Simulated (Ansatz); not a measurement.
Cost and result by functional for the surface energy of the (110) surface of zinc-blende GaN (a metastable polymorph) in its 1x1 cell (cut with top plane Ga + N, bottom plane Ga + N), outermost plane spacing 1.61 Å in the ideal cut, in Ansatz (plane waves, PAW). Single points on the PBE structure, on one kind of machine; costs are rough ratios of the slab run's core time (references not counted) to the cheapest single point. r2SCAN's cost holds its higher cutoff (500 against 420 eV). Differences are taken against HSE06 for comparison alone: no measured value is at hand, so the table doesn't rank accuracy. HSE06 ran on a coarser k-mesh, which lowers its cost and carries part of its shift.

Slab: 16 atoms, Ga8N8, 11.3 Å thick at the start; k 8x6x1, smearing 0.025 eV, dipole-corrected; all atoms relaxed; start symmetry kept, larger cells not searched; no spin, no spin-orbit, no U. These notes are the PBE run's.

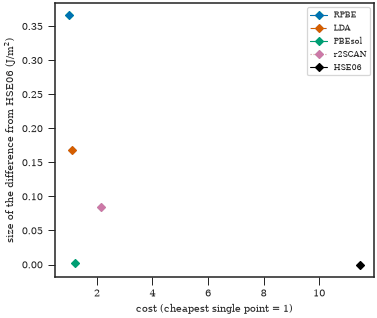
Figure: Difference from HSE06 against cost

| functional | relative cost | surface energy (J/m²) | less HSE06 (J/m²) |
|---|---|---|---|
| RPBE | 1 | 1.52 | -0.37 |
| LDA | 1 | 2.05 | 0.17 |
| PBEsol | 1 | 1.88 | 0.00 |
| r2SCAN | 2 | 1.97 | 0.08 |
| HSE06 | 10 | 1.88 | 0.00 |
| PBE (the relaxed run's value) | – | 1.70 | -0.18 |

The values span 0.53 J/m², while the single points' costs differ by a factor of roughly 10. Differences are of unrounded values.

Ansatz is a program for electronic structure.
